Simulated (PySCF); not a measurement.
# C₃H₁₀BNO₂Si₂: what the fields show

The calculation's input:

```
{"job": {"kind": "nmr", "xc": "PBE0", "basis": "pcSseg-1"}, "charge": 0, "multiplicity": 1}
Si    -1.520577    -1.721332    -0.005581
N     -1.168734     0.032785    -0.032093
Si    -2.243714     1.409457    -0.069611
C      0.158522     0.118488    -0.006626
O      0.718263    -1.037378     0.027974
B      2.254254    -1.221325     0.046804
O      2.937218     0.136255     0.101205
C      2.267877     1.216006     0.060335
C      0.899519     1.316004    -0.004835
H     -2.989122    -1.682372    -0.034913
H     -1.051410    -2.325092    -1.241769
H     -1.098676    -2.274566     1.270580
H     -3.584209     0.843546    -0.094419
H     -2.008365     2.199103     1.140662
H     -1.953954     2.177129    -1.282271
H      2.569298    -1.752908    -0.972815
H      2.531723    -1.817923     1.038989
H      2.869664     2.126298     0.086991
H      0.402620     2.267074    -0.036069
```

Command:

```sh
OMP_NUM_THREADS=1 python probes_run.py task.json out
```

Geometry: GFN2-xTB.

Theory: PBE0/pcSseg-1, SCF density, gas phase, non-relativistic (PySCF 2.14.0).

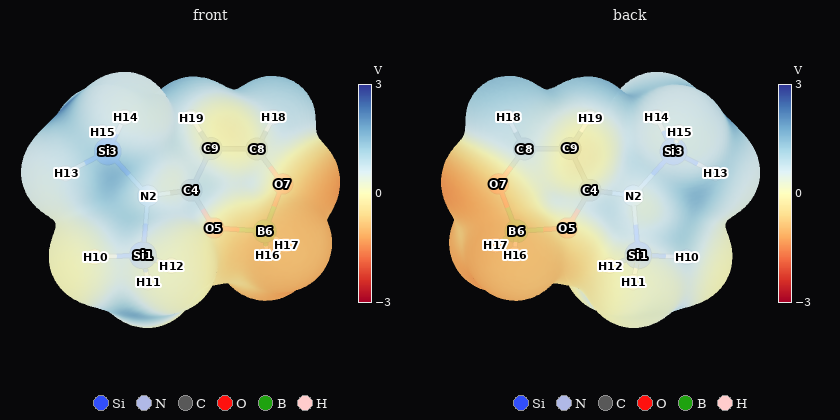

Figure 1. The molecular electrostatic potential painted on the density surface at 0.002 e/bohr³, seen from the front and from behind; red is negative and blue positive.

Which sites attract a positive test charge, and which a negative one?

A positive charge is drawn to the negative regions and a negative charge to the positive ones. The most negative region (about −1.3 V, or −30 kcal/mol for a unit charge) lies over O7, the most positive (about +1.9 V, or +44 kcal/mol for a unit charge) over Si3. O7 is the likeliest acceptor of a hydrogen bond.

How polar is the molecule by this calculation?

Its dipole moment is 4.94 D.

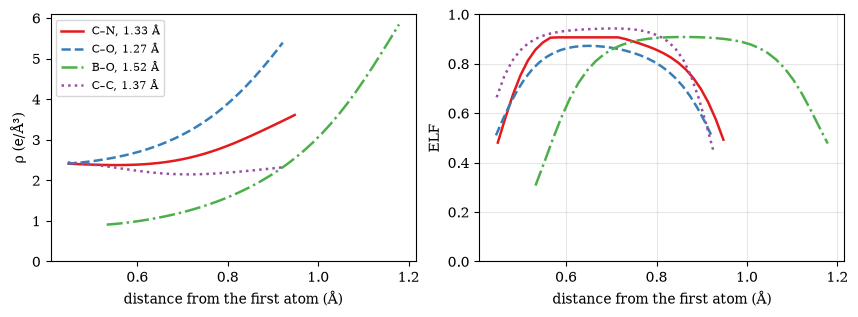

Figure 2. Total electron density and ELF along straight lines between neighbouring atoms. The curves leave out the atomic cores.

Compare the contacts.

C–N (1.33 Å): ρ at the midpoint is about 2.5 e/Å³; the ELF peaks at about 0.90 between the atoms: localised, covalent bonding.
C–O (1.27 Å): the density is about 2.8 e/Å³ at the midpoint; the ELF peaks at about 0.85 between the atoms; a polar covalent bond.
B–O (1.52 Å): the density is about 1.4 e/Å³ at the midpoint; the ELF peaks at about 0.90 between the atoms; a polar covalent bond.
C–C (1.37 Å): ρ at the midpoint is about 2.2 e/Å³; the ELF peaks at about 0.95 between the atoms, as expected for localised, covalent bonding.
